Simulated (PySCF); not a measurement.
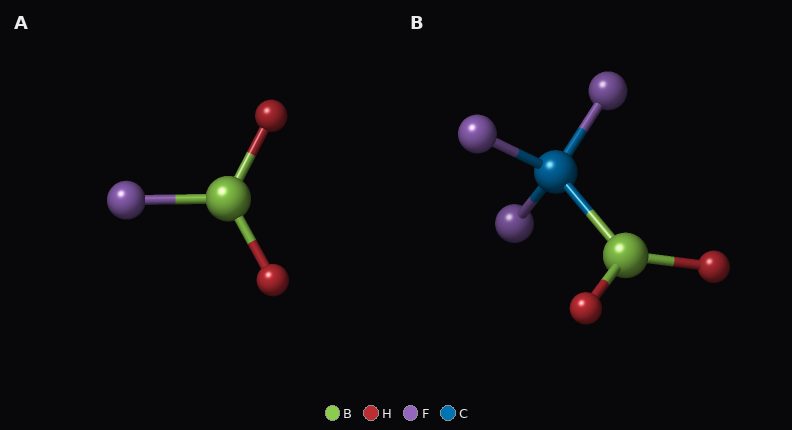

Two related species, optimised with PBE0-D3(BJ)/def2-SVP; properties computed with PySCF 2.14.0. Both: charge 0, singlet.

> Identify both.

A is BH2F (BF), B is BH2(CF3) (BC(F)(F)F).

Compare them. With ωB97X-D/pcSseg-1: dipole moment (D), HOMO–LUMO gap (eV), HOMO energy (Kohn–Sham orbital) (eV), shielding of B (ppm). With CAM-B3LYP/def2-SVPD: lowest vertical singlet excitation (eV), mean static polarisability (bohr³). With PBE0/pcSseg-1: Hirshfeld charge of B (e), IAO charge of B (e). With PBE0-D3(BJ)/def2-SVP: mean B–H length (Å).

| quantity | A | B |
| --- | --- | --- |
| dipole moment (D) | 0.75 | 1.89 |
| HOMO–LUMO gap (eV) | 12.17 | 11.38 |
| HOMO energy (Kohn–Sham orbital) (eV) | −11.29 | −12.08 |
| shielding of B (ppm) | 48.8 | 27.0 |
| lowest vertical singlet excitation (eV) | 6.02 | 5.75 |
| mean static polarisability (bohr³) | 17.0 | 30.4 |
| Hirshfeld charge of B (e) | 0.23 | 0.18 |
| IAO charge of B (e) | 0.32 | 0.08 |
| mean B–H length (Å) | 1.209 | 1.201 |

Each is one conformer, and no frequency run is at hand to confirm it as a minimum.
